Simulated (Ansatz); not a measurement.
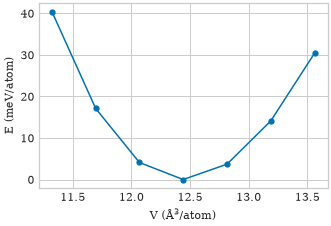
Figure: BeS (rock salt, space group No. 225) under volume change, DFT-r²SCAN in the program Ansatz with PAW potentials, scaled uniformly.

Task: What does a third-order Birch–Murnaghan fit give for V₀, B₀ and B′?

Result: V₀ = 12.44 Å³/atom, B₀ = 111 GPa, B′ = 3.8.

Space group Fm-3m (rock salt). The start of the workflow was typed in or built on a structure type; neither database checked (COD, Materials Project) lists it. COD files the formula under space group No. 216, so this cell is another polymorph or a model. Whether it is the stable phase at ambient conditions was not checked. The r²SCAN relaxation kept the symmetry of its start; whether a distortion lowers the energy is not shown.

Potentials: the later of the program's two PAW sets.
